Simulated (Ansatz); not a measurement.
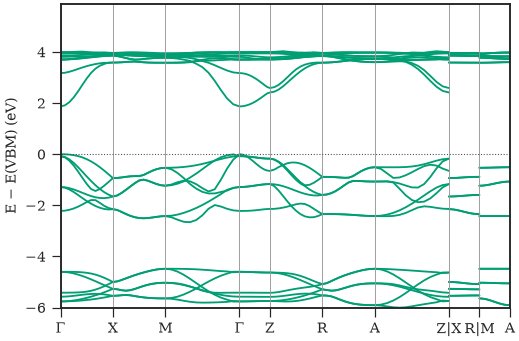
Band structure from r²SCAN in the plane-wave PAW code Ansatz

Q: Read off the gap and where the band edges lie.

A: About 1.9 eV (1.87 eV by a search for the band edges); maximum at Γ, minimum at Γ.

The material is LaSF in space group P4/nmm (No. 129; La on 2c, S on 2c, F on 2a).

The workflow started from a Materials Project entry (that database holds measured and hypothetical structures alike); the Crystallography Open Database files this formula in space group No. 129, but the cells were not matched. Whether it is the stable phase at ambient conditions was not checked. The r²SCAN relaxation kept the symmetry of its start; its stability against distortions is not shown here. Spin–orbit coupling is left out wherever it is not named.

Potentials: the later of the program's two PAW sets.
